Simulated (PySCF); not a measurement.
**Geometry relaxation, with input and output: C2H6FOSi**

- system: C2H6FOSi, multiplicity 2
- method: PBE0-D3(BJ)/def2-SVP geometry optimisation, gas phase (PySCF 2.14.0)

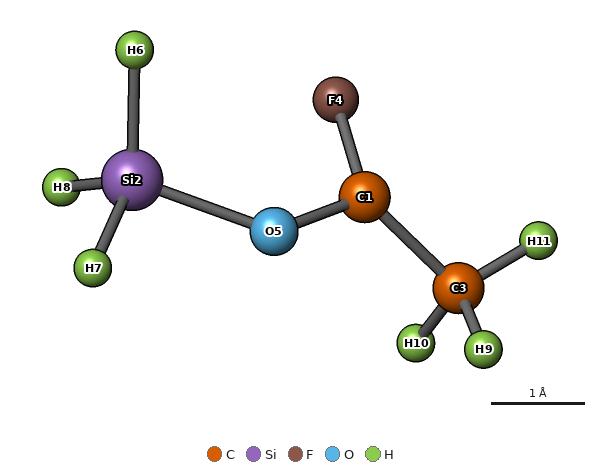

*The starting structure (ball-and-stick view, seen at a tilt; atoms are numbered from 1 in the order of the input).*

**Results in brief**

```csv
quantity,value
outcome,converged
total energy,−543.681988 hartree
⟨S²⟩,0.753
dipole moment,0.60 D
point group,C1
hardware,"1 CPU thread, shared host"
wall time,93 s
peak memory,0.54 GiB
```

**The input**
```
{"job": {"xc": "PBE0", "basis": "def2-SVP", "d3": "d3bj", "grid": 2, "kind": "geom", "shake": 0.01}, "charge": 0, "multiplicity": 2}
C     -0.666209     0.364797    -0.034011
Si     1.999678     0.140403    -0.391177
C     -1.911159    -0.434835     0.238394
F     -0.409035     1.388832     0.868995
O      0.396987    -0.174329    -0.553106
H      2.293364     1.511260    -0.837785
H      2.501284    -0.900369    -1.276340
H      2.424117    -0.003374     1.004010
H     -2.085779    -1.078037    -0.581550
H     -1.754784    -1.057123     1.149571
H     -2.755777     0.214274     0.423297
```

The first line tells a small driver script what to run in PySCF; the rest is the geometry in Å.

Launched with:
```bash
OMP_NUM_THREADS=1 python <driver script> task.json out
```

**The program's output**
```
step   0  E = -543.67150221  max force = 0.040911
step   1  E = -543.68117452  max force = 0.004809
step   2  E = -543.67921800  max force = 0.017338
step   3  E = -543.68096372  max force = 0.006877
step   4  E = -543.68147924  max force = 0.002674
step   5  E = -543.68159601  max force = 0.002098
step   6  E = -543.68169837  max force = 0.001158
step   7  E = -543.68183293  max force = 0.001277
step   8  E = -543.68195019  max force = 0.001334
step   9  E = -543.68197457  max force = 0.001274
step  10  E = -543.68198422  max force = 0.000680
step  11  E = -543.68198843  max force = 0.000105
optimisation converged
```

**Trajectory as extended XYZ (Å, eV, eV/Å), 12 frames, from step=0 to step=11**
```
11
Properties=species:S:1:pos:R:3:forces:R:3 step=0 energy=-14794.05511
C    -0.6662    0.3648   -0.0340   -2.1037   1.8074   0.5517
Si    1.9997    0.1404   -0.3912    0.5612   0.3102   0.0304
C    -1.9112   -0.4348    0.2384    1.9227   0.6858   1.5219
F    -0.4090    1.3888    0.8690   -0.0141  -1.1056  -0.5342
O     0.3970   -0.1743   -0.5531   -0.5029  -1.0140  -0.1776
H     2.2934    1.5113   -0.8378    0.1971   0.3126  -0.1910
H     2.5013   -0.9004   -1.2763    0.6560  -0.2945  -0.2890
H     2.4241   -0.0034    1.0040    0.2548  -0.1302   0.4503
H    -2.0858   -1.0780   -0.5816   -0.3700  -0.9354  -1.2140
H    -1.7548   -1.0571    1.1496   -0.1730  -0.0184  -0.1387
H    -2.7558    0.2143    0.4233   -0.4282   0.3822  -0.0098
11
Properties=species:S:1:pos:R:3:forces:R:3 step=1 energy=-14794.31831
C    -0.7274    0.4356   -0.0809    0.1213  -0.1593   0.1518
Si    1.9703    0.1277   -0.4302   -0.1738   0.0716  -0.0095
C    -1.8959   -0.3989    0.2874   -0.1571  -0.0796  -0.1821
F    -0.3548    1.2720    0.9111    0.1413   0.2473   0.1026
O     0.3213   -0.1955   -0.6283    0.0292  -0.1218  -0.0458
H     2.2883    1.4995   -0.9148    0.0204   0.0287   0.0104
H     2.6555   -0.8892   -1.2677   -0.0194  -0.0141  -0.0118
H     2.3691   -0.0222    0.9961    0.0227  -0.0015   0.0254
H    -2.1605   -1.0410   -0.5619   -0.0837  -0.0033  -0.0167
H    -1.6804   -1.0551    1.1531    0.1042   0.0602  -0.0043
H    -2.7527    0.2388    0.5464   -0.0051  -0.0280  -0.0200
11
Properties=species:S:1:pos:R:3:forces:R:3 step=2 energy=-14794.26507
C    -0.7077    0.4113    0.0064    0.2987   0.2151  -0.8916
Si    1.9647    0.1316   -0.4271   -0.0876   0.0556  -0.0079
C    -1.9139   -0.4115    0.2775    0.1857   0.3876   0.5927
F    -0.2637    1.3294    0.8999   -0.5575  -0.3530   0.2699
O     0.3203   -0.2277   -0.5678    0.1284  -0.2834  -0.0136
H     2.2464    1.5031   -0.9389    0.0134   0.0036   0.0116
H     2.6340   -0.8878   -1.2752    0.0008  -0.0039  -0.0055
H     2.4180    0.0074    0.9871    0.0188  -0.0001   0.0019
H    -2.1552   -1.0235   -0.6017    0.1150   0.0939  -0.0238
H    -1.7374   -1.0908    1.1334   -0.0821  -0.0918   0.0412
H    -2.7727    0.2304    0.5166   -0.0337  -0.0235   0.0251
11
Properties=species:S:1:pos:R:3:forces:R:3 step=3 energy=-14794.31257
C    -0.7182    0.4276   -0.0431    0.2533   0.0540  -0.3536
Si    1.9617    0.1301   -0.4262   -0.0714   0.0678  -0.0050
C    -1.9036   -0.4060    0.2807    0.0550   0.2248   0.2625
F    -0.2934    1.3026    0.9009   -0.3299  -0.1344   0.1393
O     0.3170   -0.2118   -0.6037    0.0512  -0.2210  -0.0731
H     2.2660    1.5019   -0.9234    0.0119   0.0061   0.0123
H     2.6406   -0.8898   -1.2660   -0.0044  -0.0053  -0.0065
H     2.3826   -0.0066    0.9965    0.0169  -0.0032   0.0026
H    -2.1641   -1.0323   -0.5827    0.0501   0.0622  -0.0165
H    -1.6938   -1.0732    1.1387   -0.0110  -0.0309   0.0236
H    -2.7619    0.2293    0.5384   -0.0217  -0.0201   0.0143
11
Properties=species:S:1:pos:R:3:forces:R:3 step=4 energy=-14794.32660
C    -0.7138    0.4194   -0.0592    0.0392   0.0809  -0.1375
Si    1.9642    0.1302   -0.4284    0.0014   0.0587  -0.0059
C    -1.9021   -0.4003    0.2828    0.0334   0.0451   0.0547
F    -0.3195    1.2812    0.9097   -0.0489  -0.0709   0.0247
O     0.3233   -0.2201   -0.6179   -0.0367  -0.1159   0.0530
H     2.2668    1.5050   -0.9193    0.0007   0.0019   0.0128
H     2.6519   -0.8847   -1.2672   -0.0023  -0.0004  -0.0055
H     2.3786   -0.0087    0.9963    0.0064  -0.0022  -0.0041
H    -2.1720   -1.0324   -0.5732    0.0052   0.0192  -0.0049
H    -1.6893   -1.0598    1.1464   -0.0034  -0.0144   0.0060
H    -2.7553    0.2421    0.5402    0.0050  -0.0020   0.0067
11
Properties=species:S:1:pos:R:3:forces:R:3 step=5 energy=-14794.32978
C    -0.7073    0.4104   -0.0651    0.0043   0.0566  -0.0085
Si    1.9627    0.1319   -0.4287    0.0505   0.0469  -0.0056
C    -1.9034   -0.3949    0.2806   -0.0102  -0.0173  -0.0180
F    -0.3106    1.2521    0.9206    0.0023   0.0182   0.0171
O     0.3263   -0.2409   -0.6148   -0.0408  -0.1079   0.0233
H     2.2490    1.5066   -0.9297   -0.0063   0.0004   0.0073
H     2.6611   -0.8824   -1.2597   -0.0010   0.0040  -0.0042
H     2.3815    0.0107    0.9965    0.0013  -0.0080  -0.0103
H    -2.1884   -1.0193   -0.5763   -0.0025   0.0054   0.0008
H    -1.6921   -1.0599    1.1406   -0.0008  -0.0028  -0.0101
H    -2.7460    0.2577    0.5462    0.0032   0.0045   0.0083
11
Properties=species:S:1:pos:R:3:forces:R:3 step=6 energy=-14794.33257
C    -0.6958    0.3955   -0.0570   -0.0254   0.0424   0.0515
Si    1.9653    0.1331   -0.4298    0.0574   0.0257  -0.0198
C    -1.9093   -0.3887    0.2763   -0.0175  -0.0277  -0.0480
F    -0.2992    1.2245    0.9409    0.0260   0.0247  -0.0147
O     0.3333   -0.2756   -0.5920   -0.0245  -0.0596   0.0432
H     2.2167    1.5068   -0.9514   -0.0107   0.0022   0.0021
H     2.6730   -0.8788   -1.2559    0.0002   0.0056  -0.0038
H     2.4056    0.0399    0.9905   -0.0030  -0.0123  -0.0058
H    -2.2045   -0.9985   -0.5874   -0.0053  -0.0047   0.0010
H    -1.7134   -1.0653    1.1308   -0.0021  -0.0025  -0.0129
H    -2.7389    0.2789    0.5453    0.0049   0.0061   0.0072
11
Properties=species:S:1:pos:R:3:forces:R:3 step=7 energy=-14794.33623
C    -0.6793    0.3745   -0.0343   -0.0245   0.0224   0.0518
Si    1.9717    0.1340   -0.4320    0.0158  -0.0050  -0.0373
C    -1.9185   -0.3807    0.2694   -0.0120  -0.0152  -0.0456
F    -0.2859    1.1944    0.9732    0.0218   0.0082  -0.0273
O     0.3454   -0.3234   -0.5451    0.0179   0.0031   0.0657
H     2.1664    1.5039   -0.9862   -0.0100   0.0034  -0.0007
H     2.6861   -0.8749   -1.2561    0.0018   0.0057  -0.0034
H     2.4512    0.0814    0.9769   -0.0040  -0.0128   0.0027
H    -2.2172   -0.9689   -0.6078   -0.0086  -0.0094  -0.0013
H    -1.7548   -1.0752    1.1160   -0.0008  -0.0031  -0.0085
H    -2.7323    0.3068    0.5360    0.0026   0.0025   0.0040
11
Properties=species:S:1:pos:R:3:forces:R:3 step=8 energy=-14794.33942
C    -0.6583    0.3505    0.0063   -0.0004  -0.0092   0.0168
Si    1.9814    0.1339   -0.4355   -0.0482  -0.0405  -0.0388
C    -1.9287   -0.3710    0.2575   -0.0035   0.0031  -0.0210
F    -0.2791    1.1628    1.0250    0.0013  -0.0134  -0.0208
O     0.3650   -0.3784   -0.4654    0.0559   0.0686   0.0572
H     2.0977    1.4934   -1.0357   -0.0035   0.0034   0.0011
H     2.6948   -0.8746   -1.2608    0.0056   0.0048  -0.0018
H     2.5208    0.1369    0.9519   -0.0015  -0.0068   0.0085
H    -2.2190   -0.9319   -0.6402   -0.0067  -0.0056  -0.0017
H    -1.8147   -1.0879    1.0932    0.0024  -0.0018  -0.0004
H    -2.7272    0.3382    0.5138   -0.0015  -0.0026   0.0009
11
Properties=species:S:1:pos:R:3:forces:R:3 step=9 energy=-14794.34008
C    -0.6490    0.3419    0.0311    0.0077  -0.0200  -0.0007
Si    1.9866    0.1334   -0.4382   -0.0582  -0.0405  -0.0185
C    -1.9326   -0.3670    0.2497   -0.0011   0.0049  -0.0053
F    -0.2843    1.1503    1.0571   -0.0053  -0.0126  -0.0084
O     0.3767   -0.3984   -0.4175    0.0500   0.0655   0.0271
H     2.0648    1.4854   -1.0611    0.0022   0.0038   0.0015
H     2.6949   -0.8774   -1.2653    0.0038   0.0038  -0.0013
H     2.5591    0.1643    0.9357    0.0013  -0.0015   0.0049
H    -2.2126   -0.9155   -0.6591   -0.0018  -0.0006  -0.0010
H    -1.8437   -1.0943    1.0794    0.0027  -0.0003   0.0023
H    -2.7272    0.3491    0.4984   -0.0013  -0.0025  -0.0006
11
Properties=species:S:1:pos:R:3:forces:R:3 step=10 energy=-14794.34035
C    -0.6493    0.3430    0.0369    0.0031  -0.0125  -0.0088
Si    1.9881    0.1336   -0.4392   -0.0350  -0.0209  -0.0045
C    -1.9331   -0.3678    0.2477   -0.0001   0.0011   0.0011
F    -0.2907    1.1506    1.0649   -0.0033  -0.0056   0.0023
O     0.3792   -0.3955   -0.4074    0.0292   0.0326   0.0096
H     2.0638    1.4848   -1.0644    0.0032   0.0029   0.0017
H     2.6928   -0.8782   -1.2680    0.0000   0.0020  -0.0016
H     2.5675    0.1664    0.9321    0.0016   0.0001   0.0005
H    -2.2082   -0.9156   -0.6631    0.0005   0.0013  -0.0006
H    -1.8472   -1.0961    1.0769    0.0009   0.0001   0.0011
H    -2.7300    0.3467    0.4937   -0.0002  -0.0013  -0.0009
11
Properties=species:S:1:pos:R:3:forces:R:3 step=11 energy=-14794.34046
C    -0.6515    0.3458    0.0387   -0.0014  -0.0011  -0.0047
Si    1.9887    0.1348   -0.4393   -0.0012   0.0000   0.0015
C    -1.9330   -0.3701    0.2466   -0.0002  -0.0017   0.0019
F    -0.2976    1.1522    1.0688    0.0004  -0.0006   0.0054
O     0.3798   -0.3879   -0.4056    0.0015   0.0002  -0.0022
H     2.0698    1.4869   -1.0625    0.0010   0.0010   0.0025
H     2.6895   -0.8777   -1.2706   -0.0010   0.0008  -0.0017
H     2.5704    0.1638    0.9313    0.0004   0.0003  -0.0011
H    -2.2041   -0.9193   -0.6645    0.0012   0.0012  -0.0009
H    -1.8457   -1.0977    1.0764   -0.0004  -0.0003  -0.0004
H    -2.7334    0.3410    0.4909   -0.0003   0.0001  -0.0003
```

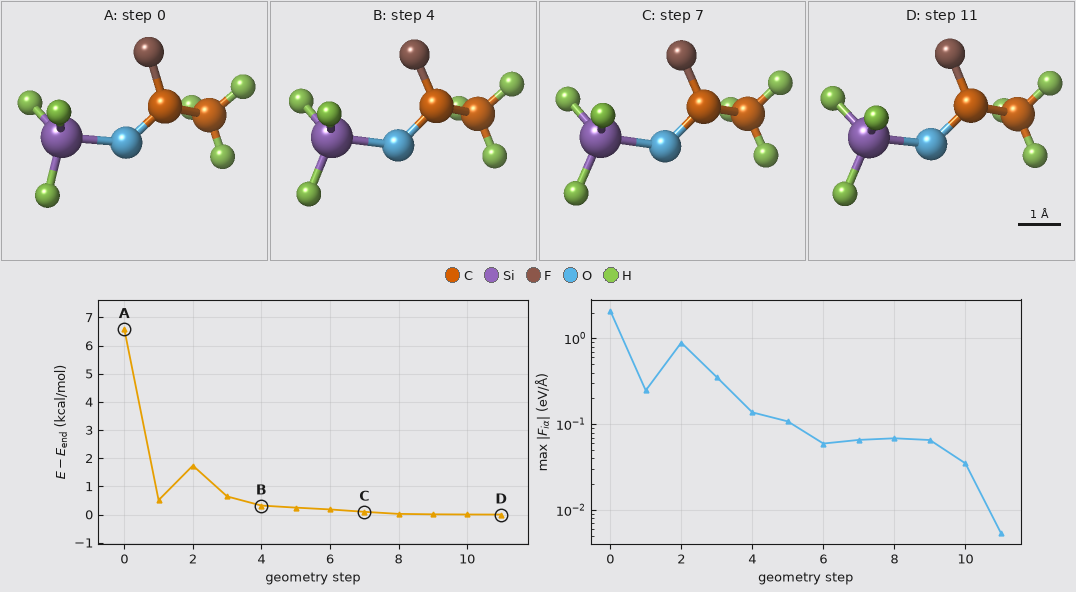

*Frames of the relaxation (ball-and-stick view, seen at a tilt) above the curves, on which the letters mark them (steps are counted from 0).*

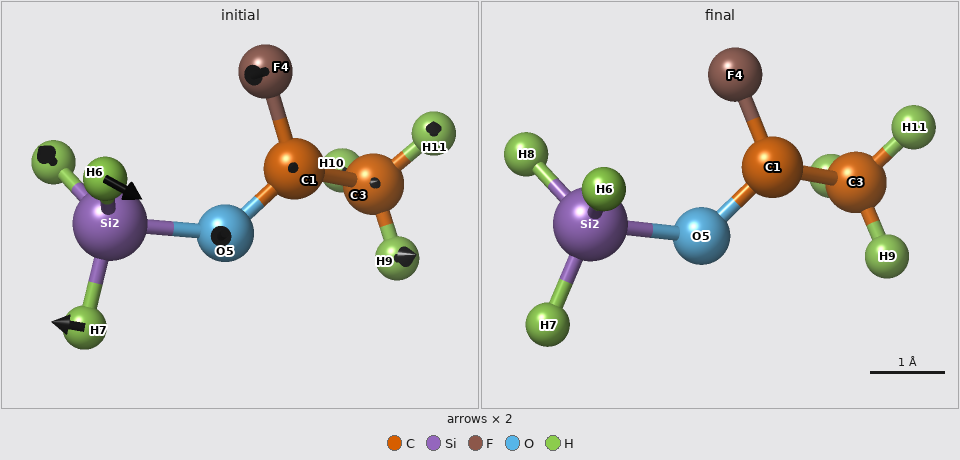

*Before (left) and after (right) the relaxation, at one scale (ball-and-stick view, seen at a tilt). The black arrows give the displacements, magnified 2 times.*

The largest move after the best rigid fit is that of H6, 0.30 Å. Largest moves by element: H 0.30 Å, F 0.29 Å, O 0.27 Å, C 0.07 Å, Si 0.01 Å. Among the contacts that change: Si2–O5 1.641 → 1.692 Å, C1–O5 1.300 → 1.341 Å, C3–H9 1.057 → 1.098 Å, C1–F4 1.389 → 1.355 Å. Among the angles that change: C1–O5–Si2 132.8° → 124.7°, O5–Si2–H7 98.0° → 104.4°, C3–C1–O5 121.9° → 116.5°. Over 11 geometry steps the energy falls by 6.58 kcal/mol. The largest force component goes from 2.1 to 0.0054 eV/Å. (Atoms are counted from 1 in the order of the input.)
